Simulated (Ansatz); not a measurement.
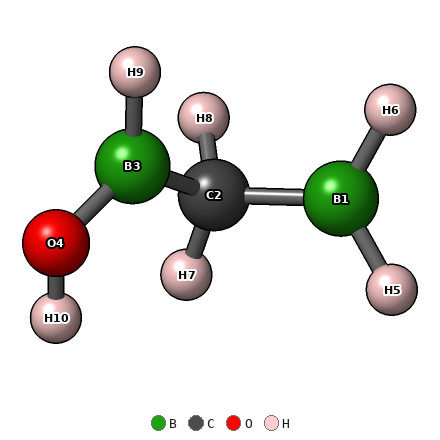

The system is CH₆B₂O, SMILES BCBO; the picture shows the reference structure. Coordinates scanned: (1) dihedral B1–C2–B3–O4; (2) dihedral H5–B1–C2–B3. Nothing is relaxed (all other coordinates rigid). Grid: 15 × 15 points. Points are written as (first, second). Energies are in kcal/mol, from the lowest grid point. Method: Ansatz 0.2.0, RKS CAM-B3LYP-D4/def2-SVP.

Its coordinates:

```xyz
10

B    -1.3627    0.6160   -0.0027
C    -0.3551   -0.5263   -0.2743
B     0.9653   -0.1992    0.5306
O     2.1312    0.1206   -0.0655
H    -1.5993    1.4573   -0.8373
H    -1.8991    0.7143    1.0746
H    -0.1507   -0.7023   -1.3419
H    -0.7238   -1.4487    0.2115
H     0.9901   -0.2195    1.7377
H     2.0872    0.1366   -1.0297
```

Range: dihedral B1–C2–B3–O4 from −180 to 156°; dihedral H5–B1–C2–B3 from −180 to 156°.

> Predict the map.

The lowest grid point is at (−108°, 108°). Higher local minima lie near (−108°, −84°) (0.31 kcal/mol above the lowest at that grid point); (60°, 108°) (0.6 kcal/mol above the lowest at that grid point); (84°, −84°) (1.0 kcal/mol above the lowest at that grid point). The highest grid point, (−180°, 12°), lies 10.0 kcal/mol above the lowest. On the interpolated surface the easiest way out of the lowest well to the well at about (65°, 105°) passes a barrier of about 3.2 kcal/mol. Round the minimum the two coordinates are nearly uncoupled.

```
dihedral H5–B1–C2–B3 ↓, dihedral B1–C2–B3–O4 →  −180  −156  −132  −108  −84  −60  −36  −12   12   36   60   84  108  132  156
                                           156   7.9   6.4   4.4   3.7  4.8  6.8  8.1  7.7  6.6  5.2  4.8  5.0  5.5  6.5  7.7
                                           132   5.0   3.6   1.8   1.2  2.2  4.2  6.1  6.1  3.9  2.3  1.9  2.3  3.2  4.2  5.0
                                           108   3.1   1.8   0.4   0.0  0.8  2.3  4.0  5.0  3.4  1.3  0.6  0.8  1.6  2.6  3.3
                                            84   3.4   2.3   1.2   0.8  1.3  2.2  3.3  4.9  4.8  2.9  1.6  1.3  1.8  2.8  3.5
                                            60   5.6   4.6   3.5   3.2  3.5  3.8  4.4  5.7  7.0  6.0  4.3  3.5  3.6  4.6  5.6
                                            36   8.4   7.3   6.0   5.7  6.0  6.3  6.6  7.3  8.5  8.6  7.1  5.9  5.8  6.9  8.2
                                            12  10.0   8.6   6.9   6.4  7.1  8.0  8.4  9.0  8.9  8.7  8.0  7.0  6.9  8.1  9.7
                                           −12   9.1   7.6   5.6   5.0  6.0  7.7  8.7  8.5  7.8  6.6  6.2  6.1  6.3  7.4  8.8
                                           −36   6.5   5.0   3.1   2.5  3.6  5.6  7.3  7.0  5.1  3.7  3.3  3.6  4.3  5.3  6.4
                                           −60   4.0   2.6   1.0   0.5  1.5  3.3  5.2  5.8  3.7  1.7  1.1  1.5  2.3  3.3  4.1
                                           −84   3.2   2.0   0.7   0.3  1.0  2.2  3.8  5.2  4.3  2.2  1.0  1.0  1.7  2.6  3.4
                                          −108   4.4   3.4   2.3   2.0  2.3  3.0  3.9  5.6  6.2  4.6  3.0  2.4  2.7  3.7  4.5
                                          −132   7.1   6.0   4.9   4.6  4.8  5.1  5.5  6.6  8.1  7.6  6.0  4.8  4.8  5.9  7.0
                                          −156   9.5   8.2   6.7   6.4  6.9  7.4  7.7  8.4  8.9  9.1  8.0  6.8  6.6  7.8  9.3
                                          −180   9.9   8.4   6.5   6.0  6.9  8.2  8.8  9.2  8.7  7.9  7.5  6.9  6.9  8.1  9.6
```

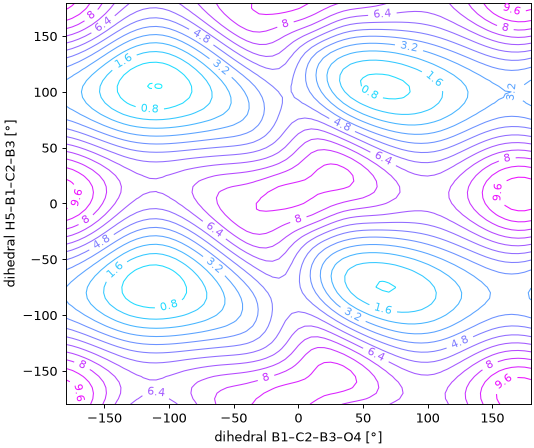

The picture shows contour lines labelled in kcal/mol. Between grid points the surface is interpolated.

Each point was launched as `ansatz run input.yaml --threads 1 --pin off --max-ram 2560MiB --backend cpu --events-out ev --progress --plain --runs-dir out`. Time for the 225 points that were run: 12 min on 1 thread of Arm Neoverse V1, with other jobs on the host.
